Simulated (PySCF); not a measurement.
SMILES C(C)([CH][GeH3])C, doublet, GFN2-xTB optimised geometry. Atoms within 1.6 Å of the plane z = 0.0 Å (x, y, z in Å): C4 (-1.29, -1.31, 1.50), Ge5 (-0.54, -0.41, 0.00), H13 (-1.65, -2.33, 1.39), H14 (-0.97, -1.04, -1.28), H15 (0.97, -0.41, 0.00), H16 (-0.93, 1.04, 0.00).

Method: unrestricted PBE0/def2-TZVP (PySCF 2.14.0). Cells within 0.4 Å of a nucleus heavier than hydrogen are left out (blank, or x).

Map of the Laplacian of the electron density (e/bohr⁵), clipped to [-1.50, 1.50] on the plane z = 0.0 Å:

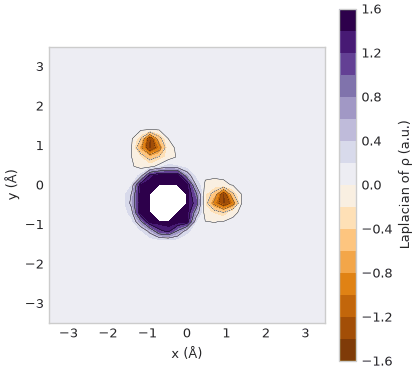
Figure. Laplacian of the electron density (e/bohr⁵), clipped to [-1.50, 1.50] on the plane z = 0.0 Å.
